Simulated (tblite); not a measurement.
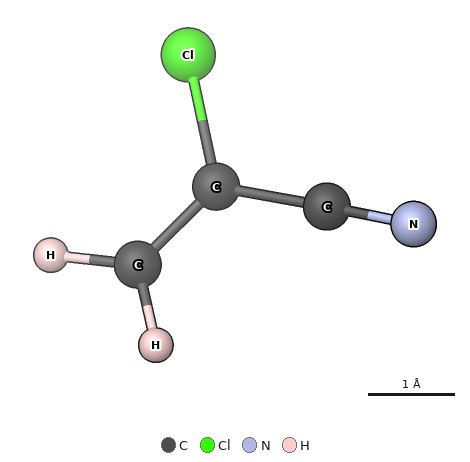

Fig. 1: The starting structure (ball-and-stick view, seen at a tilt). Bond lengths as drawn: C–C 1.29 to 1.45 Å, C–Cl 1.73 Å, C–H 1.07 to 1.12 Å and C–N 1.19 Å.

# Run report: C3H2ClN, geometry relaxation

The run: geometry relaxation of C3H2ClN. Method and program: GFN2-xTB geometry optimisation, gas phase (tblite 0.8.0).

**The program's output**
```
step      E/eV     max force
  0    -403.51725    4.713
  1    -403.16224   14.094
  2    -403.64381    2.439
  3    -403.67696    2.229
  4    -403.71756    0.396
  5    -403.72539    0.322
  6    -403.74141    0.372
  7    -403.74396    0.225
  8    -403.74565    0.115
  9    -403.74702    0.162
 10    -403.74908    0.231
 11    -403.75096    0.205
 12    -403.75271    0.146
 13    -403.75382    0.107
 14    -403.75436    0.070
 15    -403.75467    0.062
 16    -403.75501    0.057
 17    -403.75549    0.098
 18    -403.75604    0.116
 19    -403.75645    0.078
 20    -403.75667    0.049
 21    -403.75680    0.043
 22    -403.75695    0.052
 23    -403.75706    0.039
 24    -403.75711    0.015
 25    -403.75713    0.015
 26    -403.75714    0.020
 27    -403.75716    0.019
 28    -403.75717    0.011
 29    -403.75718    0.007
 30    -403.75718    0.007
 31    -403.75719    0.007
 32    -403.75719    0.005
 33    -403.75719    0.002
```

**Trajectory as extended XYZ (Å, eV, eV/Å), 12 frames, from step=0 to step=33**
```
7
Properties=species:S:1:pos:R:3:forces:R:3 step=0 energy=-403.51725
C    -0.9990   -0.2181   -0.0926   -3.1660  -0.6820  -0.3990
C     0.1215    0.4109    0.0321    2.6760   0.4410   0.2650
Cl    0.1535    2.0953    0.4029    0.3850   0.2320  -0.0180
C     1.3721   -0.3193   -0.0499    3.0040  -1.7500   0.2620
N     2.3646   -0.9674   -0.0516   -3.9190   2.6170  -0.0850
H    -1.9978    0.2839   -0.0470    1.1440  -0.4970   0.0440
H    -1.0015   -1.2657   -0.3022   -0.1240  -0.3610  -0.0690
7
Properties=species:S:1:pos:R:3:forces:R:3 step=3 energy=-403.67696
C    -1.0073   -0.2174   -0.0984   -1.9820  -0.9560  -0.3570
C     0.1303    0.3994    0.0342    1.7320   0.6290   0.2700
Cl    0.1666    2.0998    0.4018    0.3470  -0.0270  -0.0610
C     1.3765   -0.3155   -0.0417    0.1600  -0.0200   0.1900
N     2.3383   -0.9486   -0.0547   -0.7690   0.6020  -0.0650
H    -1.9836    0.2792   -0.0450    0.6470  -0.2380   0.0320
H    -1.0075   -1.2773   -0.3046   -0.1340   0.0100  -0.0090
7
Properties=species:S:1:pos:R:3:forces:R:3 step=6 energy=-403.74141
C    -1.0204   -0.2386   -0.1141    0.1260   0.0140   0.0240
C     0.1358    0.4001    0.0456   -0.2460   0.0450   0.0510
Cl    0.2027    2.0974    0.3959    0.1500  -0.0050  -0.0290
C     1.3624   -0.2951   -0.0232   -0.1900   0.1290   0.0540
N     2.3155   -0.9239   -0.0621    0.3540  -0.1070  -0.0370
H    -1.9584    0.2732   -0.0409   -0.1350   0.0450  -0.0110
H    -1.0243   -1.2934   -0.3095   -0.0600  -0.1220  -0.0530
7
Properties=species:S:1:pos:R:3:forces:R:3 step=9 energy=-403.74702
C    -1.0225   -0.2448   -0.1162   -0.1330   0.0120   0.0410
C     0.1259    0.4008    0.0533    0.1030  -0.0850   0.0170
Cl    0.2252    2.0975    0.3920    0.0410  -0.0060  -0.0120
C     1.3592   -0.2906   -0.0143    0.1080  -0.1180  -0.0090
N     2.3207   -0.9121   -0.0666   -0.0470   0.1550   0.0060
H    -1.9616    0.2731   -0.0418   -0.0600  -0.0390  -0.0420
H    -1.0337   -1.3043   -0.3147   -0.0110   0.0800  -0.0030
7
Properties=species:S:1:pos:R:3:forces:R:3 step=12 energy=-403.75271
C    -1.0375   -0.2442   -0.1083    0.0340   0.0400  -0.0120
C     0.1213    0.3873    0.0642    0.0040  -0.0260  -0.0170
Cl    0.2563    2.0931    0.3851   -0.0230  -0.1440  -0.0100
C     1.3598   -0.2989   -0.0069   -0.0210  -0.0350  -0.0160
N     2.3427   -0.8841   -0.0704   -0.0380   0.0950   0.0170
H    -1.9831    0.2686   -0.0509    0.0710  -0.0200  -0.0080
H    -1.0461   -1.3023   -0.3211   -0.0270   0.0890   0.0450
7
Properties=species:S:1:pos:R:3:forces:R:3 step=15 energy=-403.75467
C    -1.0408   -0.2417   -0.1071   -0.0040  -0.0160  -0.0270
C     0.1202    0.3809    0.0664   -0.0130  -0.0040  -0.0230
Cl    0.2653    2.0804    0.3825   -0.0140   0.0030   0.0230
C     1.3565   -0.3039   -0.0059   -0.0020  -0.0020  -0.0120
N     2.3508   -0.8674   -0.0702    0.0500   0.0060   0.0100
H    -1.9855    0.2673   -0.0546    0.0070   0.0610   0.0090
H    -1.0533   -1.2961   -0.3193   -0.0250  -0.0500   0.0210
7
Properties=species:S:1:pos:R:3:forces:R:3 step=18 energy=-403.75604
C    -1.0440   -0.2433   -0.1130   -0.0780  -0.0290   0.0160
C     0.1181    0.3746    0.0617    0.0600  -0.0600  -0.0160
Cl    0.2673    2.0698    0.3858   -0.0080   0.0630   0.0170
C     1.3558   -0.3084   -0.0083    0.1150  -0.0100  -0.0110
N     2.3627   -0.8517   -0.0672   -0.0600   0.0300   0.0110
H    -1.9818    0.2795   -0.0551    0.0040   0.0080  -0.0110
H    -1.0648   -1.3010   -0.3122   -0.0320  -0.0010  -0.0050
7
Properties=species:S:1:pos:R:3:forces:R:3 step=21 energy=-403.75680
C    -1.0487   -0.2451   -0.1137    0.0350   0.0030   0.0220
C     0.1186    0.3664    0.0581   -0.0080   0.0130   0.0060
Cl    0.2682    2.0662    0.3884   -0.0110  -0.0260  -0.0120
C     1.3602   -0.3095   -0.0106   -0.0130   0.0350   0.0030
N     2.3720   -0.8423   -0.0647    0.0300  -0.0220  -0.0010
H    -1.9813    0.2873   -0.0569    0.0080  -0.0100  -0.0050
H    -1.0757   -1.3035   -0.3089   -0.0400   0.0080  -0.0140
7
Properties=species:S:1:pos:R:3:forces:R:3 step=24 energy=-403.75711
C    -1.0484   -0.2463   -0.1114    0.0090   0.0010  -0.0070
C     0.1198    0.3640    0.0573   -0.0020   0.0060   0.0100
Cl    0.2666    2.0632    0.3882   -0.0080   0.0020  -0.0080
C     1.3640   -0.3069   -0.0112   -0.0110  -0.0090   0.0050
N     2.3760   -0.8399   -0.0637    0.0130  -0.0020  -0.0020
H    -1.9793    0.2892   -0.0580    0.0040   0.0030   0.0100
H    -1.0854   -1.3036   -0.3095   -0.0050  -0.0030  -0.0080
7
Properties=species:S:1:pos:R:3:forces:R:3 step=27 energy=-403.75716
C    -1.0474   -0.2465   -0.1121   -0.0120  -0.0010   0.0010
C     0.1202    0.3643    0.0580    0.0070  -0.0130   0.0000
Cl    0.2647    2.0635    0.3874   -0.0020   0.0060  -0.0040
C     1.3640   -0.3077   -0.0107    0.0170  -0.0070   0.0040
N     2.3765   -0.8400   -0.0637   -0.0160   0.0090   0.0000
H    -1.9779    0.2898   -0.0567    0.0010   0.0020   0.0050
H    -1.0868   -1.3038   -0.3105    0.0040   0.0050  -0.0060
7
Properties=species:S:1:pos:R:3:forces:R:3 step=30 energy=-403.75718
C    -1.0478   -0.2465   -0.1120    0.0010   0.0000   0.0030
C     0.1204    0.3631    0.0588   -0.0040   0.0010  -0.0020
Cl    0.2642    2.0634    0.3862    0.0000  -0.0060  -0.0020
C     1.3645   -0.3083   -0.0099   -0.0040   0.0060   0.0010
N     2.3776   -0.8391   -0.0639    0.0040  -0.0030   0.0010
H    -1.9776    0.2905   -0.0557   -0.0010   0.0040   0.0020
H    -1.0880   -1.3034   -0.3118    0.0030  -0.0010  -0.0030
7
Properties=species:S:1:pos:R:3:forces:R:3 step=33 energy=-403.75719
C    -1.0480   -0.2466   -0.1118    0.0000   0.0000   0.0000
C     0.1203    0.3629    0.0587    0.0000   0.0010   0.0000
Cl    0.2640    2.0630    0.3858    0.0010   0.0010   0.0000
C     1.3646   -0.3081   -0.0096   -0.0010   0.0000  -0.0020
N     2.3776   -0.8391   -0.0638    0.0010   0.0000   0.0020
H    -1.9775    0.2910   -0.0552    0.0000  -0.0010   0.0010
H    -1.0877   -1.3034   -0.3123    0.0000   0.0000  -0.0010
```

The run was set up as follows.

**Input file**
```
{"job": {"xc": "GFN2-xTB", "basis": "xTB", "kind": "relax"}, "charge": 0, "multiplicity": 1}
C     -0.999000    -0.218100    -0.092600
C      0.121500     0.410900     0.032100
Cl     0.153500     2.095300     0.402900
C      1.372100    -0.319300    -0.049900
N      2.364600    -0.967400    -0.051600
H     -1.997800     0.283900    -0.047000
H     -1.001500    -1.265700    -0.302200
```

The first line tells a small driver script what to run in tblite; the rest is the geometry in Å.

Run as:
```bash
OMP_NUM_THREADS=1 python <driver script> task.json out
```

**Summary**

```json
{"quantity": "outcome", "value": "converged"}
{"quantity": "total energy", "value": "−403.7572 eV"}
{"quantity": "hardware", "value": "1 CPU thread, shared host"}
{"quantity": "peak memory", "value": "0.18 GiB"}
```
